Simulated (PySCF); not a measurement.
TaBr (charge +1, quartet)

```xyz
2

Ta    0.0000    0.0000   -0.7030
Br    0.0000    0.0000    1.6120
```

Core potentials replace the inner electrons of Ta.

Method: PySCF, PBE0/def2-TZVPPD, non-relativistic Hamiltonian with scalar-relativistic core potentials where named, at a bond length of 2.315 Å.

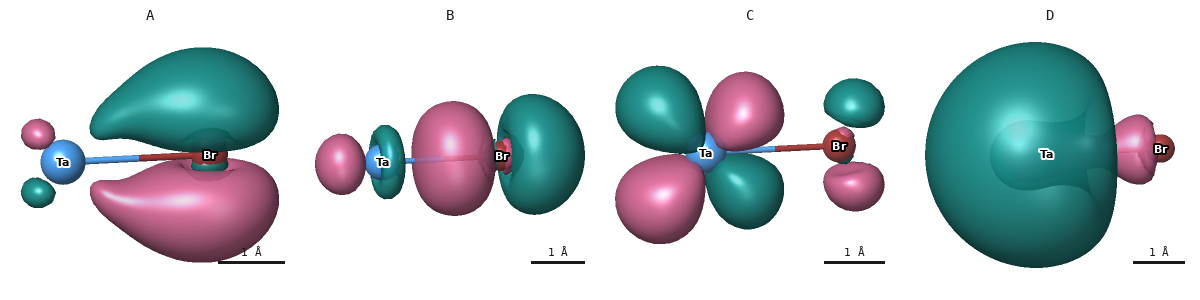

Figure 1. Four frontier β-spin orbitals, each drawn at the value that holds 80 % of its norm (teal and pink are the two phases), in no order; of a degenerate pair one member is drawn.

**Name the orbitals and rank them from lowest to highest energy.**

Orbital B: σ, occupied in this spin, −16.12 eV; mainly on Br (75 %).
Orbital A: π, occupied in this spin, −14.89 eV; mainly on Br (85 %).
Orbital D: σ, empty in this spin, −8.04 eV; mainly on Ta (95 %).
Orbital C: π, empty in this spin, −7.71 eV; mainly on Ta (85 %).

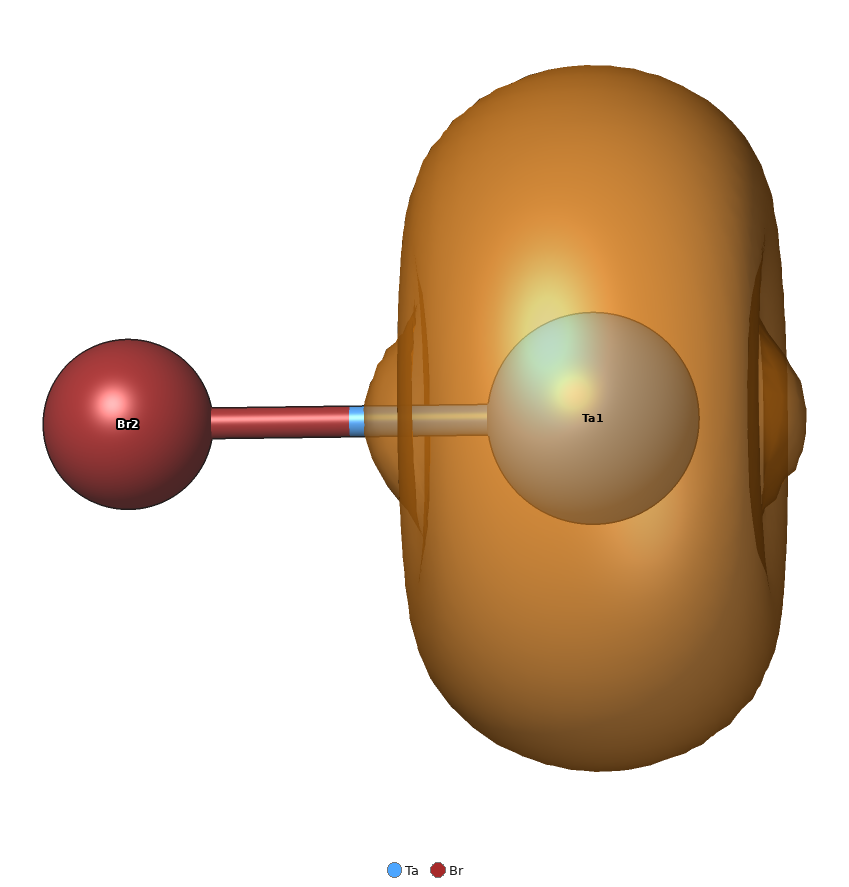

Figure 2. Isosurfaces of the spin density (α minus β) at +0.05 (orange) and −0.05 e/Å³ (purple), seen from one side.

**Where is the unpaired spin?**

The unpaired spin (3 electrons) lies mostly on Ta1 (about 3.1), in electrons by Hirshfeld's partition, with opposite, polarisation-induced spin on Br2.

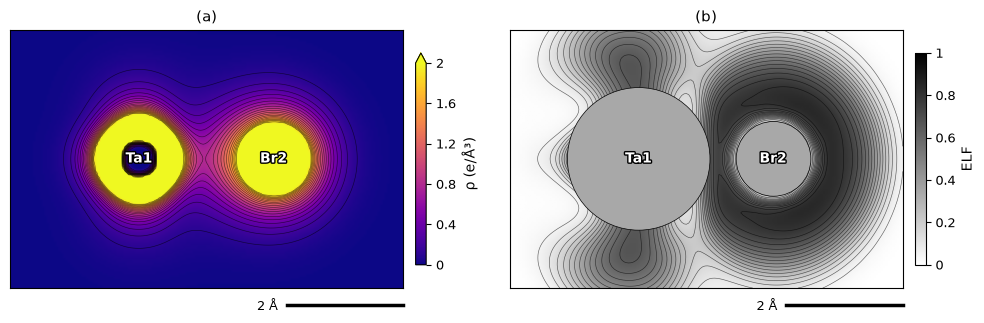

Figure 3. (a) electron density; (b) ELF on a plane that holds the molecular axis. Grey discs cover the atomic cores in the ELF map.

**What do the fields say about this system?**

Atoms in the plane: Ta and Br.
Ta–Br (2.31 Å): ρ at the midpoint is about 0.81 e/Å³; the ELF peaks at about 0.75 in the valence shell of Br, 1.0 Å from its nucleus, and is about 0.50 at the midpoint.
